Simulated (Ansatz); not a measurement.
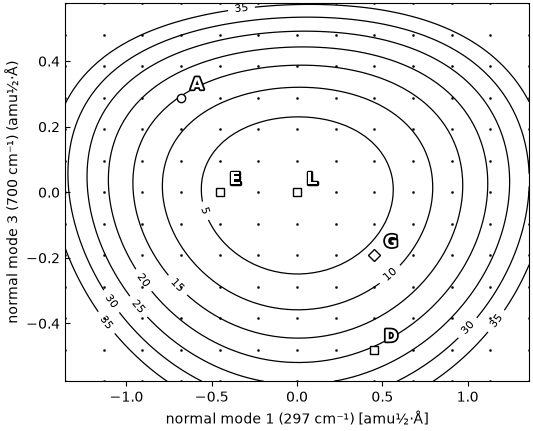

AlFHO, SMILES [O-][AlH][F], charge −1. 
- The first coordinate is: normal mode 1 (297 cm⁻¹); the second: normal mode 3 (700 cm⁻¹).
- Nothing is relaxed (straight displacements along the two mass-weighted modes).
- Grid: 13 × 13 points.
- Energies are in kJ/mol, from the relaxed molecule at the same level.
- Computed with RKS r2SCAN0-D4/def2-TZVPD in Ansatz 0.2.0.

The picture shows contour lines labelled in kJ/mol (none above 35), dots at the grid points, lettered points. Between grid points the surface is interpolated.

Question: Is D the lowest point of the computed grid?

Answer: No. D lies 20.7 kJ/mol above the lowest grid point, which is at normal mode 1 (297 cm⁻¹) = 0.000 amu½·Å, normal mode 3 (700 cm⁻¹) = 0.000 amu½·Å.

Question: What kind of point is each of A, D, E, G, L: minimum, saddle, maximum or slope?

Answer: A: on a slope; D: on a slope; E: on a slope; G: on a slope; L: minimum. (In these two coordinates alone; a stationary point may lie a little off the grid point.)

Question: Rank the lettered points by energy, lowest first.

Answer: L (0.0 kJ/mol), E (3.3 kJ/mol), G (6.4 kJ/mol), A (14.7 kJ/mol), D (20.7 kJ/mol).
